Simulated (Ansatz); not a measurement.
System: H3NOSi.

Input

```
crystal:
  periodic: [false, false, false]
  atoms:
    - { symbol: "N", position_ang: [-1.24417, -0.54323, -0.23773] }
    - { symbol: Si, position_ang: [0.1976, 0.17254, -0.34311] }
    - { symbol: O, position_ang: [1.06593, 0.27978, 1.01455] }
    - { symbol: H, position_ang: [-1.86681, -0.66355, -1.02066] }
    - { symbol: H, position_ang: [1.12292, 0.82325, -1.24581] }
    - { symbol: H, position_ang: [0.72452, -0.06878, 1.83277] }
basis:
  gaussian: { orbitals: def2-SVP }
hamiltonian:
  xc: pbe
relax:
  f_tol: 0.02
  max_steps: 50
output:
  orbitals: {}
```

Launched as:

```sh
ansatz run input.yaml --threads 1 --pin off --max-ram 2048MiB --backend cpu --events-out ev --progress --plain --runs-dir out
```

The fields are those of the relaxed geometry.

Method: RKS PBE/def2-SVP in Ansatz 0.2.0.

> What can the converged electron density and electron localisation function tell about the bonding?

Si–N (1.61 Å): the density is about 1.3 e/Å³ at the midpoint; the ELF peaks at about 0.85 between the atoms (a shared but strongly polarised pair).
Si–O (1.66 Å): the density is about 1.1 e/Å³ at the midpoint; the ELF peaks at about 0.85 between the atoms: a polar covalent bond.
O–H (0.98 Å): ρ is about 3.6 e/Å³ halfway; the ELF climbs to about 1 towards the hydrogen, as it does in any bond to H: a covalent bond by its length.
N–H (1.03 Å): ρ is about 2.6 e/Å³ halfway; the ELF climbs to about 1 towards the hydrogen: a covalent bond by its length.

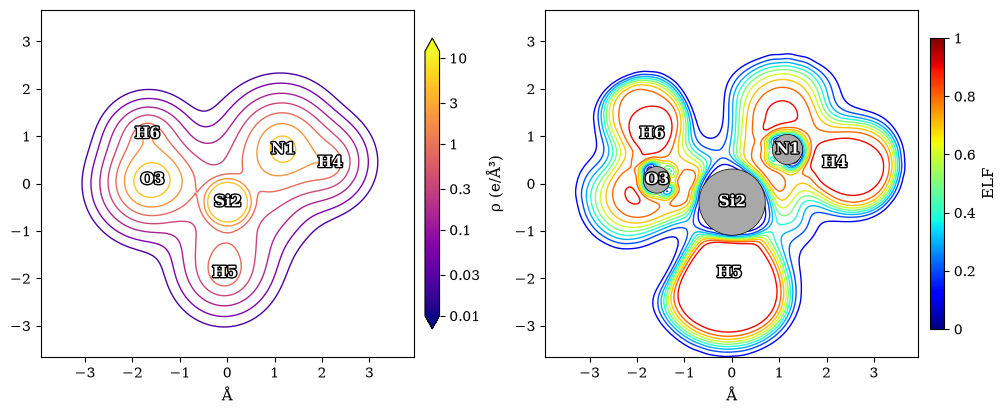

Computed electron density and electron localisation function on the molecular plane, in this order. Grey discs cover the atomic cores in the ELF map. 
